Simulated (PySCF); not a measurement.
**C3H6NO, doublet, SMILES `CCOC=[N]`: what the electrons do**

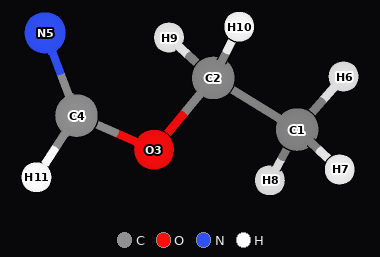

The molecule, with its atoms numbered as below. No frequency check shows the geometry to be a minimum.

Cartesian coordinates (Å):

```
C1       2.1681   -0.0108   -0.0006
C2       0.7317    0.4761    0.0006
O3      -0.1239   -0.6676    0.0002
C4      -1.4311   -0.4043   -0.0002
N5      -2.0599    0.6513   -0.0004
H6       2.8416    0.8412    0.0011
H7       2.3586   -0.6171    0.8811
H8       2.3582   -0.6134   -0.8847
H9       0.5148    1.0842   -0.8859
H10      0.5152    1.0805    0.8901
H11     -1.9906   -1.3594    0.0002
```

### 1. Bonding charge

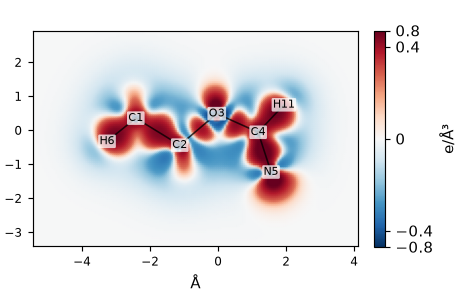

Deformation density (molecule less spherical, spin-averaged free atoms) in the plane of C1, C2, O3, C4, N5, H6 and H11; colour scale in e/Å³, logarithmic beyond ±0.1; red: gain, blue: loss.

Level of theory: HF/aug-cc-pVDZ (PySCF), at a geometry from GFN2-xTB. The stability of the open-shell solution wasn't checked. GFN2-xTB doesn't know the spin state, so this open-shell geometry is rough.

Question: Describe the bonding that the map shows.

Answer: C4–N5: +0.92 e/Å³ at the bond critical point (bond length 1.23 Å). C4–H11: +0.74 e/Å³ at the bond critical point (bond length 1.11 Å). C1–H6: +0.67 e/Å³ at the bond critical point (bond length 1.09 Å). C1–C2: +0.60 e/Å³ at the bond critical point (bond length 1.52 Å). O3–C4: +0.29 e/Å³ at the bond critical point (bond length 1.33 Å). C2–O3: −0.03 e/Å³ at the bond critical point (bond length 1.43 Å); up to 0.6 Å beside the axis the gain reaches +0.39 e/Å³. In all, 2.7 electrons gather in the regions of gain relative to the promolecule. A small or negative value marks a very polar bond, one between electron-rich atoms, whose free-atom densities already overlap strongly, a long bond to a heavier atom, or a closed-shell contact such as a hydrogen bond.

Question: Where do the Hirshfeld charges lie?

Answer: The highest Hirshfeld charge is on C4 (+0.14 e), the lowest on N5 (−0.22 e).

```csv
atom,charge (e)
C1,−0.09
C2,+0.04
O3,−0.18
C4,+0.14
N5,−0.22
H6,+0.04
H7,+0.04
H8,+0.04
H9,+0.05
H10,+0.05
H11,+0.08
```

### 2. Bond critical points

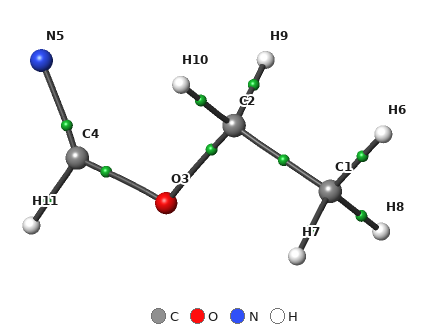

Molecular graph of the electron density (QTAIM): bond paths, bond critical points (green), ring points (magenta, if any); weak paths are dashed.

Question: How many critical points of each kind are there, and does the count close?

Answer: 11 nuclei, 10 bond, 0 ring and 0 cage critical points: 11 − 10 + 0 − 0 = 1, as the Poincaré–Hopf relation requires.

Question: Give the properties at the bond critical points.

Answer:
| bond | length (Å) | ρ (a.u.) | ∇²ρ (a.u.) | ε | H (a.u.) |
| --- | --- | --- | --- | --- | --- |
| C4–N5 | 1.229 | 0.431 | −0.52 | 0.26 | −0.819 |
| O3–C4 | 1.334 | 0.304 | −0.23 | 0.08 | −0.488 |
| C2–H9 (2 alike) | 1.097 | 0.288 | −1.10 | 0.05 | −0.313 |
| C1–H8 (2 alike) | 1.087 | 0.282 | −1.04 | 0.01 | −0.308 |
| C1–H6 | 1.086 | 0.281 | −1.04 | 0.01 | −0.306 |
| C4–H11 | 1.107 | 0.281 | −1.10 | 0.04 | −0.304 |
| C1–C2 | 1.517 | 0.260 | −0.67 | 0.04 | −0.222 |
| C2–O3 | 1.428 | 0.233 | −0.07 | 0.03 | −0.332 |

Question: What kind of interaction is C1–C2?

Answer: Shared-shell (covalent): ρ = 0.260, ∇²ρ = −0.67, H = −0.222 a.u.

### 3. Local ionisation energy

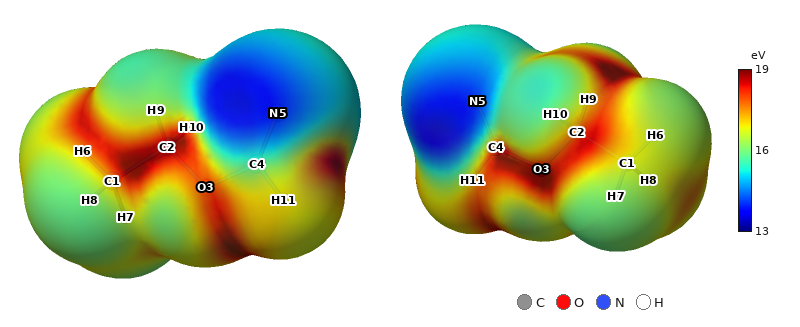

Average local ionisation energy on the surface of electron density 0.001 a.u. (back view left, front view right).

Question: Where are the most loosely bound electrons on this surface?

Answer: The lowest value is 13.5 eV, 2.0 Å from N5, and at like points elsewhere. Further minima include 15.6 eV, 1.3 Å from H10; 16.0 eV, 1.8 Å from O3. For comparison, the highest occupied orbital lies at −11.0 eV.

### 4. Spin density

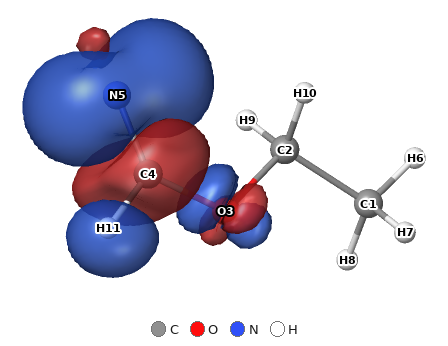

Spin density ρα − ρβ at ±0.02 e/Å³ (blue: excess α, red: excess β).

Question: Give the atomic spin populations that go with this picture.

Answer: Hirshfeld spin populations: N5 +0.99 and H11 +0.05. Spin polarisation leaves negative spin on C4 (−0.07). ⟨S²⟩ = 0.82, against 0.75 for a pure state. The picture also shows regions of β spin from spin polarisation; the Hirshfeld sums, whose atoms overlap, net them against the α spin of neighbours.
